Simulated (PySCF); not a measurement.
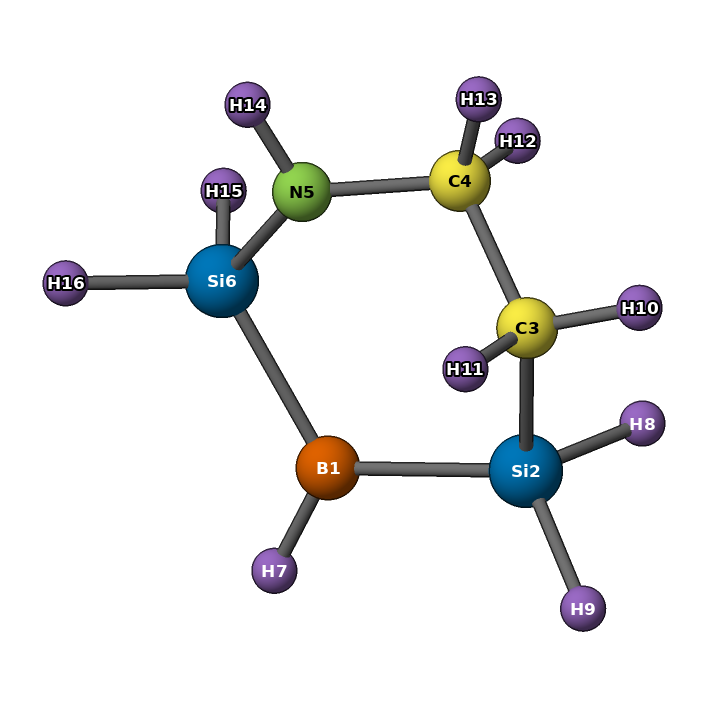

The questions are on isotropic NMR shieldings of the H atoms. The computed structure is the end point of a GFN2-xTB optimisation. No frequency run is at hand to confirm it as a minimum. Method: GIAO PBE0/pcSseg-1 NMR shielding, non-relativistic, gas phase (PySCF 2.14.0).

Give the isotropic NMR shieldings of the H atoms atom by atom.

| atom | σ (ppm) |
| --- | --- |
| H7 | 17.26 |
| H8 | 27.23 |
| H9 | 27.34 |
| H10 | 30.48 |
| H11 | 30.45 |
| H12 | 28.12 |
| H13 | 28.23 |
| H14 | 31.16 |
| H15 | 26.24 |
| H16 | 26.49 |

The geometry is semi-empirical. Around B, Si such bond lengths and angles can be off by a tenth of an ångström or more and by several degrees, and values that hang on the shape move with them.
